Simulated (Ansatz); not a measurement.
# BaLiF3 (cubic perovskite), frozen-phonon scan

BaLiF₃ (cubic perovskite)

```yaml
crystal:
  lattice:
    - [7.77536, 0.00000, 0.00000]
    - [3.88768, 3.88768, 0.00000]
    - [3.88768, 0.00000, 3.88768]
  atoms:
    - { symbol: Ba, position: [0.00000, 0.00000, 0.00000] }
    - { symbol: Ba, position: [0.50000, 0.00000, 0.00000] }
    - { symbol: Li, position: [0.75000, 0.50000, 0.50000] }
    - { symbol: Li, position: [0.25000, 0.50000, 0.50000] }
    - { symbol: F, position: [0.50000, 0.50000, 0.50000] }
    - { symbol: F, position: [0.00000, 0.50000, 0.50000] }
    - { symbol: F, position: [0.00000, 0.00000, 0.50000] }
    - { symbol: F, position: [0.50000, 0.00000, 0.50000] }
    - { symbol: F, position: [0.00000, 0.50000, 0.00000] }
    - { symbol: F, position: [0.50000, 0.50000, 0.00000] }
```

A phonon eigenvector at R = (0.5, 0.5, 0.5) is frozen into this cell: atom i moves by Q times the vector below, so Q is the largest atomic displacement, in Å. The cell is held. It is one choice among 3 degenerate patterns. (q is in reciprocal vectors of the primitive cell; the cell shown is doubled to hold the pattern.)

```
atom      x       y       z
----  -----  ------  ------
F7    0.000   0.000  -1.000
F8    0.000   0.000   1.000
F9    0.000   1.000   0.000
F10   0.000  -1.000   0.000
```

Atoms not listed stay in place.

Method: LDA (plane waves to 420 eV, PAW, scalar-relativistic; Ansatz, a first-principles code). k mesh 9×9×9 (Γ-centred), Fermi-Dirac smearing 0.05 eV. E stands for the smeared free energy. Stress and pressure are positive under compression. BaLiF3 was relaxed with its symmetry unable to fall. ΔE is measured from the undisplaced structure.

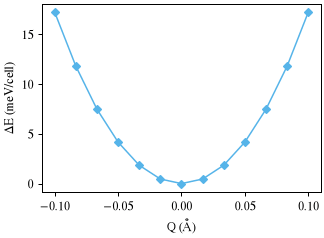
Fig. 1. ΔE (meV/cell) against Q (Å); markers are the computed points, lines only join them.

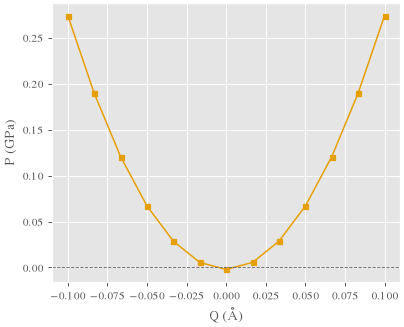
Figure: P (GPa) against Q (Å); markers are the computed points, lines only join them.

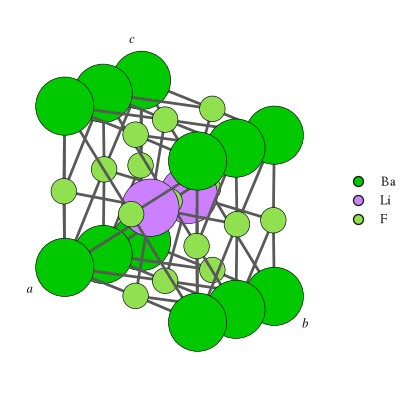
Fig. 1. The cell of the calculation at Q = 0.100 Å.

The energy at Q = 0.100 Å is 17.2 meV/cell. Space group of the distorted cell: I4/mcm (No. 140), lowered from Pm-3m. Harmonic wavenumber from the curvature (finite differences): 109 cm⁻¹. Symmetry of the curve: even: the same for both signs. Wavenumber by perturbation theory (DFPT, on another k mesh): 109 cm⁻¹.

E″ = 3.30 eV/Å², M = Σ mᵢ|uᵢ|² = 76.0 u, ν̃ = 521.5·√(|E″|/M).

(For displaced atoms, the force is minus the slope of the energy, and its curvature is a force constant, which sets phonon frequencies.)
